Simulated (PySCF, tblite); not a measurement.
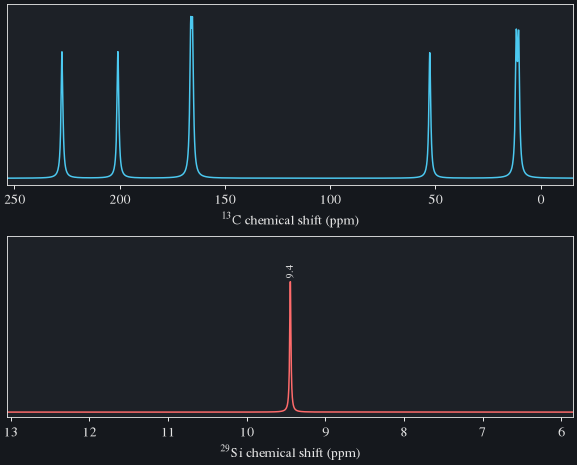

GIAO shifts, PBE0/pcSseg-1 in PySCF 2.14.0, at a GFN2-xTB geometry (a minimum by its frequencies), against TMS for ¹³C and TMS for ²⁹Si computed at the same level. Gas phase, fully decoupled, line heights follow the number of nuclei, widths are arbitrary (no quadrupolar broadening); values of one conformer, averaged over methyl-type rotors and exact or near symmetry; other conformers aren't averaged in.

Which molecule was computed?
A. C₇H₁₁NOSi, SMILES CC[Si@H]1C(=O)C=C1/C=N/C
B. C₅H₁₀O₂Si₂, SMILES CC[Si@H]1C(=O)C=C1O[SiH3]
C. C₆H₈O₂Si, SMILES CC[Si@H]1C(=O)C=C1C=O
D. C₇H₉NOSi, SMILES CC[Si@H]1C(=O)C=C1CC#N

Answer. Option A. Its ¹³C signals: 227.4 (1 C), 200.8 (1 C), 166.2 (1 C), 165.4 (1 C), 52.7 (1 C), 11.6 (1 C), 10.5 (1 C) ppm. Its ²⁹Si signals: 9.4 (1 Si) ppm.

Note: the tight-binding geometry is rougher than a DFT one and adds to the error.
